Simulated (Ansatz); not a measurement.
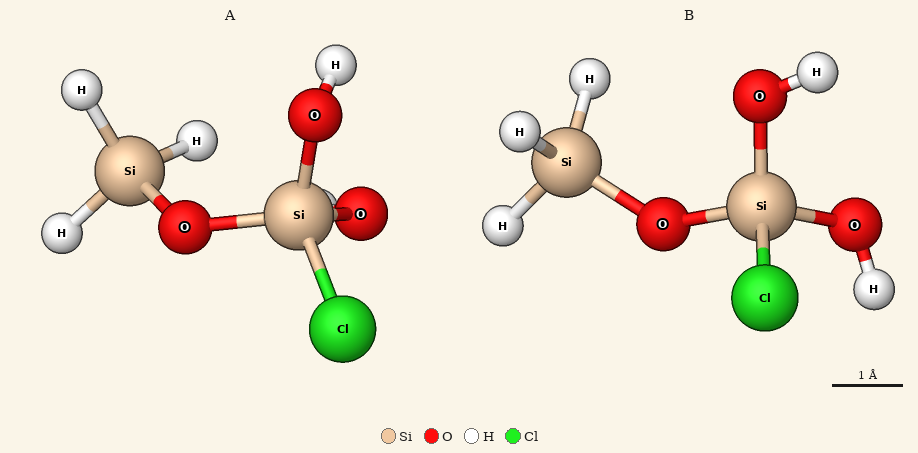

Two geometries of Si$_{2}$H$_{5}$O$_{3}$Cl, drawn at one scale. One is the start of a relaxation, the other its converged end. A ball-and-stick model, seen at a tilt.

Method: RKS PBE-D4/def2-SVP (Ansatz). (no spin polarisation; force threshold 0.02 eV/Å; at most 40 steps)

Q: Which geometry has the lower energy?

A: Structure B is the relaxed one. The run prepares the start of a later molecular dynamics calculation, from a guessed geometry. The atom that moves furthest after the best rigid fit is an H atom (1.98 Å). Largest moves by element: H 1.98 Å, O 0.90 Å, Cl 0.69 Å, Si 0.43 Å. Near-neighbour distances that change, for instance: Cl–Si 2.130 → 2.076 Å, H–Si 1.460 → 1.503 Å, H–O 1.010 → 0.973 Å, O–Si 1.680 → 1.647 Å. Bond angles that change, for instance: Si–O–Si 125.0° → 136.6°, Si–O–H 109.5° → 116.2°, Si–O–H 109.5° → 115.5°. Groups turn about O–Si by about 90°, O–Si by about 80°, O–Si by about 75°. The energy falls by 0.435 eV in 29 accepted moves (32 points after the start). Largest force component: 1.5 eV/Å at the start, 0.011 eV/Å at the end. The line search rejected the trial steps at points 3, 15, 18 of the run. The forces were under the threshold at step 19, but the run went on from there.
